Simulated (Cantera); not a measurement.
Input: 1 mol Si, 0.13 mol H2O, 0.54 mol CO, at 63.0 Pa.

Equilibrium computed with Cantera from the NASA thermochemical tables; the gas is ideal and each condensed phase is pure. Candidate condensed phases: C, C6H6, C7H8, C8H18, H2O, Si, SiC, SiO2; 123 gas species. Mutual solubility and eutectic melting of coexisting phases are not modelled. The tables hold silica as quartz up to 1696 K and as liquid above; real silica turns to tridymite and cristobalite and melts near 1996 K. Kinetics and transport are ignored.

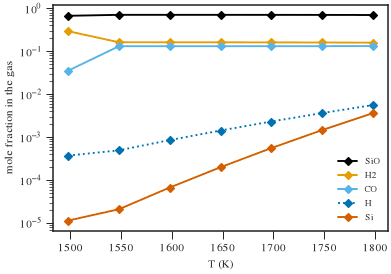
Fig. 1. Equilibrium gas composition (values under 1e-9 drawn at 1e-9)

At 1498 K the condensed part is SiC(s) + SiO2(β-quartz). From 1548 K to 1798 K the condensed part is SiC(s). The main Si-bearing gas is SiO throughout. The share of Si in condensed phases is highest at 1498 K (70.3 %) and lowest at 1798 K (43.3 %).
